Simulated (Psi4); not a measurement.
# UM06-L/6-31G(d) (spherical functions, sweep point 8) run of C2H2F (SMILES C=[C]F)

Aim: the vertical electron affinity of C2H2F at UM06-L/6-31G* (spherical functions, sweep point 8), from 2 runs. 

The results are computed with Psi4 1.11.

4 further runs of the same task are left out: 4 set aside as unsound or not needed.

### 1 The molecule

The species is C2H2F (5 atoms), meant as a doublet with charge 0. As SMILES, `C=[C]F`. Geometry: relaxed at PBE0-D4/def2-TZVP.

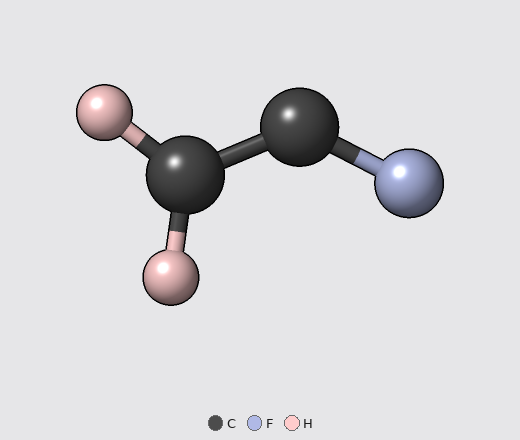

The structure, seen from a chosen angle (carbon dark grey, fluorine light blue, hydrogen pink).

### 2 The energy at UM06-L/6-31G(d) (spherical functions, sweep point 8)

File run.py:

```python
import psi4

psi4.set_memory('1600 MB')
psi4.set_num_threads(1)
psi4.core.set_output_file('run.log', False)

m = psi4.geometry("""
0 2
C      0.488200    -0.200400     0.008400
C     -0.592700     0.393700     0.447100
F     -1.725600     0.629500    -0.148900
H      0.534700    -0.590400    -1.005400
H      1.345200    -0.306200     0.657500
units angstrom
symmetry c1
""")

psi4.set_options({
    'reference': 'uks',
    'puream': True,
    'scf_type': 'pk',
    'dft_radial_points': 250,
    'dft_spherical_points': 1202,
    'maxiter': 150,
})

e_tot, wfn = psi4.energy("m06-l/6-31G*", molecule=m, return_wfn=True)
print(f'total energy {e_tot:.8f} hartree = {e_tot * 27.211386:.5f} eV')
```

Command:

```console
python run.py
```

run.log:

```text
[...]
  Running in c1 symmetry.
[...]
  Nuclear repulsion =   60.961139739115154
[...]
  Multiplicity = 2
[...]
  Nalpha       = 12
  Nbeta        = 11
[...]
    Number of basis functions: 46
[...]
   @UKS iter   1:  -176.92982056836925   -1.88111e-01   1.24614e-02 ADIIS/DIIS
[...]
   @UKS iter  11:  -177.10767961537917   -1.19556e-08   3.40716e-07 DIIS
[...]
   @S^2 Observed:                7.649460740E-01
[...]
    Orbital Energies [Eh]
    ---------------------
    Alpha Occupied:
       1A    -24.561764     2A    -10.161176     3A    -10.060529
       4A     -1.247295     5A     -0.739359     6A     -0.579544
       7A     -0.464761     8A     -0.461967     9A     -0.446805
      10A     -0.386330    11A     -0.244328    12A     -0.220392
    Alpha Virtual:
      13A     -0.002632    14A      0.104340    15A      0.130394
      16A      0.243437    17A      0.318917    18A      0.503751
      19A      0.528216    20A      0.536777    21A      0.588054
      22A      0.625053    23A      0.664418    24A      0.797845
      25A      0.850535    26A      0.896564    27A      1.064339
[...]
  @UKS Final Energy:  -177.10767961537917
   => Energetics <=
    Nuclear Repulsion Energy =             60.9611397391151542
    One-Electron Energy =                -363.0807670348900729
    Two-Electron Energy =                 147.0099138978854398
    DFT Exchange-Correlation Energy =     -21.9979662174896724
    Empirical Dispersion Energy =           0.0000000000000000
    VV10 Nonlocal Energy =                  0.0000000000000000
    Total Energy =                       -177.1076796153791690
[...]
 Multipole Moments:
 ------------------------------------------------------------------------------------
     Multipole            Electronic (a.u.)      Nuclear  (a.u.)        Total (a.u.)
 ------------------------------------------------------------------------------------
 L = 1.  Multiply by 2.5417464519 to convert [e a0] to [Debye]
 Dipole X            :         -3.7973350            4.0554146            0.2580796
 Dipole Y            :          1.5864928           -1.7111878           -0.1246950
 Dipole Z            :          0.1750171           -0.2330006           -0.0579834
 Magnitude           :                                                    0.2924312
[...]
```

The script printed:

```text
total energy -177.10767962 hartree = -4819.34543 eV
```

Run time: 68 s. Hardware: 1 thread of Intel Xeon 6975P-C (Granite Rapids), shared host; peak memory 1.4 GiB.

### 3 The singlet anion at the same level

File run.py:

```python
import psi4

psi4.set_memory(1600000000)
psi4.set_num_threads(1)
psi4.core.set_output_file('c2h2f.out', False)

molecule = psi4.geometry("""
-1 1
C      0.488200    -0.200400     0.008400
C     -0.592700     0.393700     0.447100
F     -1.725600     0.629500    -0.148900
H      0.534700    -0.590400    -1.005400
H      1.345200    -0.306200     0.657500
symmetry c1
""")

psi4.set_options({
    'basis': '6-31G*',
    'reference': 'rks',
    'puream': True,
    'scf_type': 'pk',
    'dft_radial_points': 250,
    'dft_spherical_points': 1202,
})

E = psi4.energy("m06-l")
print(f'total energy {E:.8f} hartree = {E * 27.211386:.5f} eV')
```

Command:

```console
python run.py
```

c2h2f.out:

```text
[...]
  Running in c1 symmetry.
[...]
  Nuclear repulsion =   60.961139739115154
[...]
  Multiplicity = 1
[...]
  Nalpha       = 12
  Nbeta        = 12
[...]
    Number of basis functions: 46
[...]
   @RKS iter   1:  -176.78703987899871   -4.53303e-02   1.57528e-02 DIIS/ADIIS
[...]
   @RKS iter   9:  -177.08612628233985   -1.28385e-08   4.66158e-07 DIIS
[...]
    Orbital Energies [Eh]
    ---------------------
    Doubly Occupied:
       1A    -24.251776     2A     -9.777150     3A     -9.760196
       4A     -0.942125     5A     -0.426144     6A     -0.281020
       7A     -0.164456     8A     -0.152293     9A     -0.151330
      10A     -0.105082    11A      0.054332    12A      0.163609
[...]
  @RKS Final Energy:  -177.08612628233985
   => Energetics <=
    Nuclear Repulsion Energy =             60.9611397391151542
    One-Electron Energy =                -370.0310548118858378
    Two-Electron Energy =                 154.3250881306574342
    DFT Exchange-Correlation Energy =     -22.3412993402265876
    Empirical Dispersion Energy =           0.0000000000000000
    VV10 Nonlocal Energy =                  0.0000000000000000
    Total Energy =                       -177.0861262823398476
[...]
 Multipole Moments:
 ------------------------------------------------------------------------------------
     Multipole            Electronic (a.u.)      Nuclear  (a.u.)        Total (a.u.)
 ------------------------------------------------------------------------------------
 L = 1.  Multiply by 2.5417464519 to convert [e a0] to [Debye]
 Dipole X            :         -4.7319082            4.0554146           -0.6764937
 Dipole Y            :          1.7672964           -1.7111878            0.0561086
 Dipole Z            :         -0.3541160           -0.2330006           -0.5871166
 Magnitude           :                                                    0.8974953
[...]
```

Standard output:

```text
total energy -177.08612628 hartree = -4818.75894 eV
```

It took 38 s on 1 thread of Intel Xeon 6975P-C (Granite Rapids), shared host; peak memory 1.4 GiB.

### 4 Summary of results

Level: UM06-L/6-31G* (spherical functions, sweep point 8).

| quantity | value |
| --- | --- |
| doublet C2H2F: total energy | -177.10768 Eh |
| doublet C2H2F: dipole moment | 0.74 D |
| doublet C2H2F: HOMO energy (highest over α and β) | -6.00 eV |
| doublet C2H2F: LUMO energy (lowest over α and β) | -2.53 eV |
| doublet C2H2F: ⟨S²⟩ | 0.765 |
| singlet anion: total energy | -177.08613 Eh |
| singlet anion: HOMO energy | 4.45 eV |
| singlet anion: LUMO energy | 8.47 eV |
| singlet anion: HOMO–LUMO gap (to an unbound level, set by the basis) | 4.02 eV |
| vertical electron affinity (to the singlet anion) | -0.586 eV |

What this shows: The anion lies 0.59 eV (13.5 kcal/mol) above the neutral: the electron isn't bound at this level, and such a value depends on the basis. Without diffuse functions anions come out too high. The HOMO (singlet anion) lies at positive energy, 4.45 eV, as semi-local functionals often give for anions; only total energies tell whether the electron is bound.
